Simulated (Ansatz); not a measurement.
The calculation's input:

```
crystal:
  periodic: [false, false, false]
  atoms:
    - {symbol: B, position_ang: [-1.587010, -0.137512, 0.023268]}
    - {symbol: O, position_ang: [-0.253590, -0.026392, 0.010819]}
    - {symbol: Al, position_ang: [1.402907, 0.102741, -0.029752]}
    - {symbol: Cl, position_ang: [2.555700, -1.168111, 1.126312]}
    - {symbol: Cl, position_ang: [2.287043, 1.534008, -1.234098]}
    - {symbol: H, position_ang: [-2.122779, -0.867555, -0.767058]}
    - {symbol: H, position_ang: [-2.221072, 0.494822, 0.824811]}
basis:
  gaussian: {orbitals: def2-TZVPP}
hamiltonian: {xc: pbe0, dispersion: d4}
output: {orbitals: {seedname: orbitals}}
```

Run with:

```sh
ansatz run in.yaml --threads 2 --pin off --events-out ev --progress --plain --max-ram 4352MiB
```

Geometry: PBE0-D4/def2-TZVP.

Method: RKS PBE0-D4/def2-TZVPP (Ansatz 0.2.0).

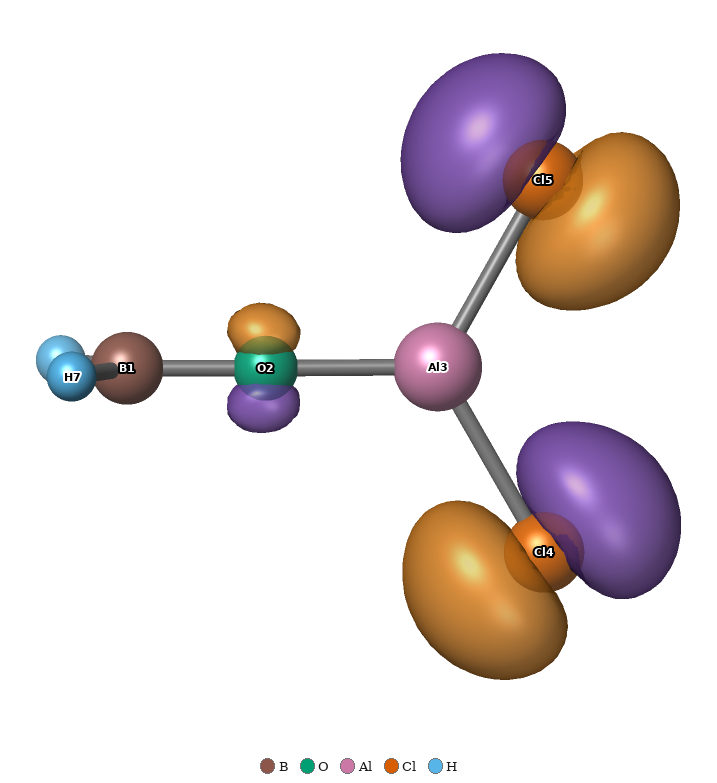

AlBCl2H2O. The HOMO−1 at ±0.15 Å⁻³ᐟ² (orange and purple are the two phases), seen across its widest extent.

> Describe this orbital and give its energy.

It lies mainly on Cl4 (about 45 %) and Cl5 (about 45 %); largely a combination of lone pairs on Cl4 and Cl5. Its energy is −9.49 eV.
